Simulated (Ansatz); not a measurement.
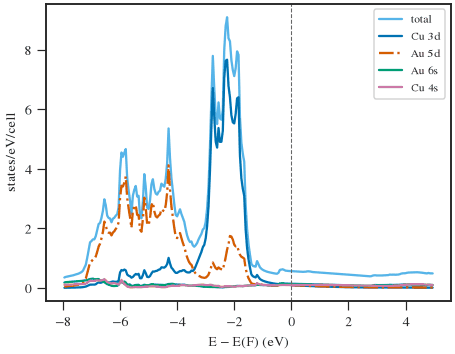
Fig. 1. Total and projected density of states of CuAu (L1₀ or tetragonal B2, P4/mmm), the program Ansatz at the r²SCAN level (PAW)

Problem. Which orbitals carry the states next to the Fermi level?

Solution. Within 0.5 eV of the Fermi level: Au 6s 25 %, Cu 3d 18 %, Cu 4s 18 %, Au 5d 16 %, outside the projected shells 23 %. Projections are on Löwdin-orthogonalised atomic valence shells; empty p or d shells of many metals are not among them.

Problem. Where is the tallest occupied peak in this window, and what makes it?

Solution. Near -2.2 eV, about 9.1 states/eV per cell; the largest projected share is Cu 3d.

Its axis ratio c/a = 1.22 departs by over 6 % from that of the usual cell of this phase: another minimum, or an error of the functional. The cell was relaxed with r²SCAN under the symmetry of its start; whether a distortion lowers the energy is not shown. No spin polarisation was allowed. Scalar-relativistic: spin–orbit coupling is off unless named, which matters more the heavier the elements.

Potentials: the earlier of the program's two PAW sets.
